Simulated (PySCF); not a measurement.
**C2H4Sn (Sn(CCH)H3) at MP2/x2c-SVPall (sfX2C)**

Aim: the vertical ionisation energy of C2H4Sn (Sn(CCH)H3) at MP2/x2c-SVPall (sfX2C), from 2 runs. The job is set up through a Python script.

Program for the calculation: PySCF 2.14.0.

### 1 The structure to begin with

C2H4Sn: 7 atoms, total charge 0, spin state singlet. As SMILES, `[H][Sn]([H])([H])[C]#C`. The shape comes from GFN2-xTB, which is rough for such elements, and wasn't checked as a minimum.

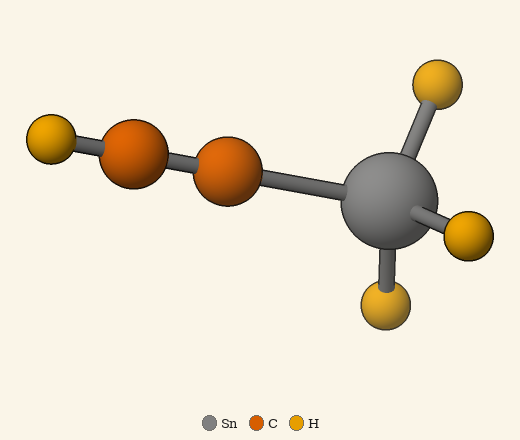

The structure, seen from a chosen angle (tin grey, carbon orange, hydrogen amber).

### 2 A single-point energy at MP2/x2c-SVPall (sfX2C)

Contents of start.xyz:

```xyz
7
C2H4Sn
Sn    -0.007330    -0.006120    -1.150470
C     -0.001510     0.004980     0.909150
C      0.009030     0.014060     2.110210
H      0.020010     0.019930     3.162790
H      1.557680    -0.008800    -1.676400
H     -0.793740     1.343520    -1.685320
H     -0.784140    -1.367570    -1.669960
```

Contents of job.py:

```python
from pyscf import gto, scf, mp

mol = gto.M(
    atom='start.xyz',
    verbose=4,
    basis='x2c-svpall',
    charge=0,
    max_memory=1860,
)

mf = scf.RHF(mol)
mf = mf.sfx2c1e()
mf.conv_tol = 1e-10
mf.kernel()
if not mf.converged:
    mf = mf.newton().run(mf.mo_coeff, mf.mo_occ)

pt = mp.MP2(mf, frozen=20).run()
energy = pt.e_tot
print(f'total energy: {energy:.8f} hartree')
```

Command:

```bash
OMP_NUM_THREADS=1 python job.py
```

Standard output:

```text
PySCF version 2.14.0

[INPUT] num. atoms = 7
[INPUT] num. electrons = 66
[INPUT] charge = 0
[INPUT] spin (= nelec alpha-beta = 2S) = 0
[INPUT] symmetry False subgroup None
[INPUT] Mole.unit = angstrom
[INPUT] Symbol           X                Y                Z      unit          X                Y                Z       unit  Magmom
[INPUT]  1 Sn    -0.007330000000  -0.006120000000  -1.150470000000 AA   -0.013851692493  -0.011565123882  -2.174073214528 Bohr   0.0
[INPUT]  2 C     -0.001510000000   0.004980000000   0.909150000000 AA   -0.002853486448   0.009410836100   1.718044506148 Bohr   0.0
[INPUT]  3 C      0.009030000000   0.014060000000   2.110210000000 AA    0.017064226905   0.026569549311   3.987718965318 Bohr   0.0
[INPUT]  4 H      0.020010000000   0.019930000000   3.162790000000 AA    0.037813419753   0.037662241663   5.976806889513 Bohr   0.0
[INPUT]  5 H      1.557680000000  -0.008800000000  -1.676400000000 AA    2.943588589713  -0.016629589896  -3.167936875221 Bohr   0.0
[INPUT]  6 H     -0.793740000000   1.343520000000  -1.685320000000 AA   -1.499951214112   2.538884842876  -3.184793232252 Bohr   0.0
[INPUT]  7 H     -0.784140000000  -1.367570000000  -1.669960000000 AA   -1.481809843316  -2.584332756171  -3.155767038979 Bohr   0.0

nuclear repulsion = 206.629320770333
number of shells = 17
number of NR pGTOs = 181
number of NR cGTOs = 84
basis = x2c-svpall
ecp = {}

******** <class 'pyscf.x2c.sfx2c1e.sfX2C1eRHF'> ********
method = sfX2C1eRHF
initial guess = minao
damping factor = 0
level_shift factor = 0
DIIS = <class 'pyscf.scf.diis.CDIIS'>
diis_start_cycle = 1
diis_space = 8
diis_damp = 0
SCF conv_tol = 1e-10
SCF conv_tol_grad = None
SCF max_cycles = 50
direct_scf = True
direct_scf_tol = 1e-13

******** <class 'pyscf.x2c.sfx2c1e.SpinFreeX2CHelper'> ********
approx = 1e
xuncontract = 1
Set gradient conv threshold to 1e-05
Initial guess from minao.
init E= -6251.29702294615
  HOMO = -0.310373714706458  LUMO = 0.0605533905220342  gap/eV = 10.09344
cycle= 1 E= -6251.12804007062  delta_E= 0.169  |g|= 0.276  |ddm|= 2.74
  HOMO = -0.394276544533024  LUMO = 0.129869444386755  gap/eV = 14.26274
cycle= 2 E= -6251.1596880798  delta_E= -0.0316  |g|= 0.0835  |ddm|= 0.63
  HOMO = -0.40255240502976  LUMO = 0.135485468499449  gap/eV = 14.64076
cycle= 3 E= -6251.16209251996  delta_E= -0.0024  |g|= 0.048  |ddm|= 0.229
  HOMO = -0.398024181214021  LUMO = 0.139063342242391  gap/eV = 14.61490
cycle= 4 E= -6251.16272328177  delta_E= -0.000631  |g|= 0.00991  |ddm|= 0.0636
  HOMO = -0.397433179540635  LUMO = 0.138472917068134  gap/eV = 14.58275
cycle= 5 E= -6251.16275270558  delta_E= -2.94e-05  |g|= 0.00173  |ddm|= 0.0161
  HOMO = -0.397853589763566  LUMO = 0.138325578777601  gap/eV = 14.59018
cycle= 6 E= -6251.1627541272  delta_E= -1.42e-06  |g|= 0.000384  |ddm|= 0.0033
  HOMO = -0.397699949178951  LUMO = 0.138364647417357  gap/eV = 14.58706
cycle= 7 E= -6251.16275422062  delta_E= -9.34e-08  |g|= 0.000107  |ddm|= 0.00103
  HOMO = -0.397721066442825  LUMO = 0.138352337939655  gap/eV = 14.58730
cycle= 8 E= -6251.16275422718  delta_E= -6.56e-09  |g|= 2.12e-05  |ddm|= 0.000302
  HOMO = -0.397713898142729  LUMO = 0.138354534383067  gap/eV = 14.58717
cycle= 9 E= -6251.16275422749  delta_E= -3.14e-10  |g|= 3.74e-06  |ddm|= 7.03e-05
  HOMO = -0.397713175022144  LUMO = 0.13835437998969  gap/eV = 14.58714
cycle= 10 E= -6251.16275422751  delta_E= -1.73e-11  |g|= 6.17e-07  |ddm|= 1.4e-05
  HOMO = -0.397713156340542  LUMO = 0.13835436989432  gap/eV = 14.58714
Extra cycle  E= -6251.16275422751  delta_E= -4.55e-12  |g|= 2.83e-07  |ddm|= 1.57e-06
converged SCF energy = -6251.16275422751

******** <class 'pyscf.mp.mp2.RMP2'> ********
nocc = 13, nmo = 64
frozen orbitals 20
E(RMP2) = -6251.52735061783  E_corr = -0.364596390319185
E(SCS-RMP2) = -6251.52694366632  E_corr = -0.364189438805833
E_corr(same-spin) = -0.0846071879736791
E_corr(oppo-spin) = -0.279989202345506
total energy: -6251.52735062 hartree
```

Run time: 2.3 s. Hardware: 1 thread of Arm Neoverse V2, shared host; peak memory 0.19 GiB.

### 3 The doublet cation, same level

Contents of geometry.xyz:

```xyz
7

Sn    -0.007330    -0.006120    -1.150470
C     -0.001510     0.004980     0.909150
C      0.009030     0.014060     2.110210
H      0.020010     0.019930     3.162790
H      1.557680    -0.008800    -1.676400
H     -0.793740     1.343520    -1.685320
H     -0.784140    -1.367570    -1.669960
```

Contents of run.py:

```python
from pyscf import gto, scf, mp

mol = gto.M(
    atom='geometry.xyz',
    charge=1,
    verbose=3,
    max_memory=1860,
    basis='x2c-svpall',
    spin=1,
)

mf = scf.UHF(mol)
mf = mf.sfx2c1e()
mf.conv_tol = 1e-10
mf.kernel()
if not mf.converged:
    mf = mf.newton().run(mf.mo_coeff, mf.mo_occ)

pt = mp.MP2(mf, frozen=20).run()
etot = pt.e_tot
print('E(%s) = %.9f' % ('MP2', etot))
```

Command:

```bash
OMP_NUM_THREADS=1 python run.py
```

Standard output:

```text
SCF not converged.
SCF energy = -6250.82079304965 after 50 cycles  <S^2> = 0.75467192  2S+1 = 2.0046665
converged SCF energy = -6250.82079500409  <S^2> = 0.75467195  2S+1 = 2.0046665
E(UMP2) = -6251.13152238705  E_corr = -0.310727382965483
E(SCS-UMP2) = -6251.13462043684  E_corr = -0.313825432755394
E(MP2) = -6251.131522387
```

It took 8.1 s on 1 thread of Arm Neoverse V2, shared host; peak memory 0.2 GiB.

### 4 Outcome

At MP2/x2c-SVPall (sfX2C), 20 core orbitals frozen:

| quantity | value |
| --- | --- |
| singlet C2H4Sn: total energy | -6251.52735 Eh |
| singlet C2H4Sn: dipole moment (Hartree–Fock density) | 0.09 D |
| singlet C2H4Sn: HOMO energy (Hartree–Fock orbitals) | -10.82 eV |
| singlet C2H4Sn: LUMO energy (Hartree–Fock orbitals) | 3.76 eV |
| singlet C2H4Sn: HOMO–LUMO gap (Hartree–Fock orbitals) | 14.59 eV |
| singlet C2H4Sn: correlation energy (20 core orbitals frozen) | -364.6 mEh |
| doublet cation: total energy | -6251.13152 Eh |
| doublet cation: HOMO energy (Hartree–Fock orbitals) (highest over α and β) | -16.96 eV |
| doublet cation: LUMO energy (Hartree–Fock orbitals) (lowest over α and β) | -7.87 eV |
| doublet cation: correlation energy (20 core orbitals frozen) | -310.7 mEh |
| doublet cation: ⟨S²⟩ of the reference determinant | 0.755 |
| vertical ionisation energy (to the doublet cation) | 10.771 eV |

In words: The vertical ionisation energy comes to 10.77 eV (1039 kJ/mol). Mulliken charges (singlet C2H4Sn) of the mean-field density run from -0.29 on C3 to +0.80 on Sn1; they depend strongly on the basis. Mulliken charges (doublet cation) of the mean-field density run from -0.05 on H6 to +0.75 on Sn1.
